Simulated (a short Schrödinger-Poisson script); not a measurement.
System: gated Al0.4Ga0.6N/GaN polarisation-induced gas, at 300 K.

```tsv
layer	material	thickness (nm)	Na (cm⁻³)
1	Al0.4Ga0.6N	30	-
2	GaN	6000	8e14
```

The device is made up for the run: typed textbook-type constants, with dimensions and the other settings drawn at random. Al0.4Ga0.6N: permittivity 9.26, conduction-band edge (eV) 0.58, gap (eV) 4.258, electron mass (mₑ) 0.248, Nv at 300 K (cm⁻³) 4.6e19. GaN: permittivity 9.5, conduction-band edge (eV) 0, gap (eV) 3.43, Nv at 300 K (cm⁻³) 4.6e19.

Channel valleys (confinement mass, in-plane density-of-states mass, number): Γ 0.2, 0.2, 1. At the gate the conduction-band edge of layer 1 lies 1.36 eV − eVg above the Fermi level of the channel; the field vanishes at the back. Sheet of polarisation charge: +2e13 e/cm² at 30 nm from the gate. The barrier under the gate holds no holes. Gaps are held at their typed values at every temperature. Mesh 0.08 nm at interfaces.

From a short Schrödinger-Poisson script (our own, NumPy): 1D Poisson equation in equilibrium, electrons quantum, Hartree (BenDaniel-Duke, 40 states a valley, the channel's in-plane mass for all, wave functions free to enter the barrier), parabolic valleys, classical holes, full ionisation, no traps, pinning or gate leakage.

Only gate voltages with over 1e8 electrons/cm² are shown.

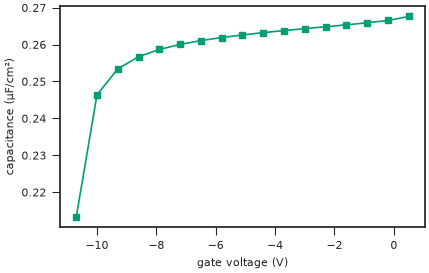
*Quasi-static capacitance against gate voltage*

```csv
Vg (V),electrons (cm⁻²),in the channel layer,C (μF/cm²),Γ E0 (meV),Γ E1 (meV)
0.5,1.85e13,1.67e13,0.268,-188.6,-13.7
-0.9,1.61e13,1.49e13,0.266,-166.3,-5.7
-2.3,1.38e13,1.30e13,0.265,-143.2,2.2
-3.7,1.15e13,1.09e13,0.264,-119.6,10.2
-5.1,9.21e12,8.86e12,0.263,-95.3,18.5
-6.5,6.92e12,6.73e12,0.261,-70.0,27.3
-7.9,4.65e12,4.57e12,0.259,-42.8,37.1
-9.3,2.41e12,2.39e12,0.253,-9.7,50.3
-10.7,2.87e11,2.86e11,0.213,64.1,93.9
```

Subbands count from the Fermi level.
